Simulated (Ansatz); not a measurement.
Consider FH4NSi···HBr.

```yaml
atoms:
  - { symbol: Si, position_ang: [-1.0756, -0.1622, -0.0701] }
  - { symbol: Br, position_ang: [2.9224, -0.9558, 0.8209] }
  - { symbol: H, position_ang: [-1.1965, -1.3835, -0.8926] }
  - { symbol: H, position_ang: [-2.3633, 0.4798, 0.2670] }
  - { symbol: N, position_ang: [-0.0952, 0.9599, -0.8702] }
  - { symbol: H, position_ang: [1.5930, -0.8860, 1.3362] }
  - { symbol: F, position_ang: [-0.4640, -0.6685, 1.3412] }
  - { symbol: H, position_ang: [0.7620, 0.6841, -1.3219] }
  - { symbol: H, position_ang: [-0.0828, 1.9322, -0.6104] }
```

The product side of a reaction path; geometry: PBE0-D4/def2-TZVP.

Level of theory: RKS PBE0-D4/def2-TZVPP in Ansatz 0.2.0.

**What can the converged electron density and electron localisation function tell about the bonding?**

Si–F (1.62 Å): the density is about 1.1 e/Å³ at the midpoint; the ELF peaks at about 0.85 in the valence shell of F, 0.6 Å from its nucleus, and is about 0.55 at the midpoint.
Si–N (1.69 Å): ρ is about 1.2 e/Å³ halfway; the ELF peaks at about 0.90 between the atoms, as expected for a shared but strongly polarised pair.

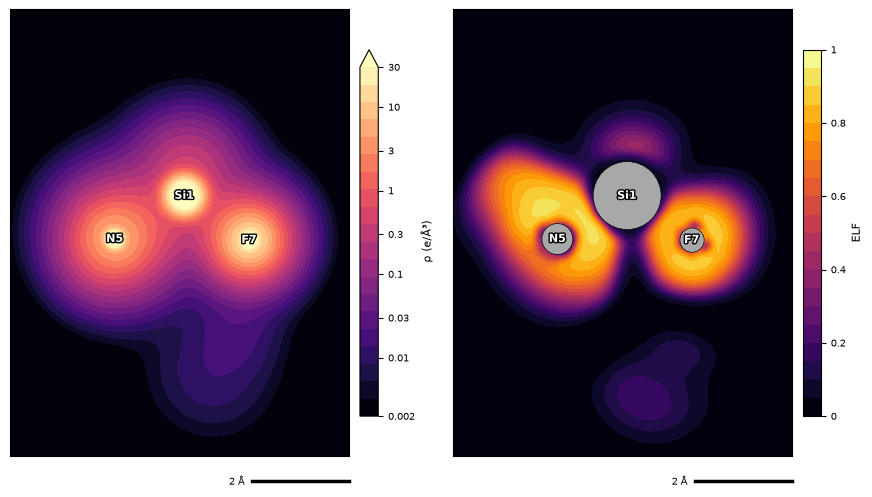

Computed electron density and electron localisation function on the plane of atoms N5, Si1 and F7, in this order. Grey discs cover the atomic cores in the ELF map. 
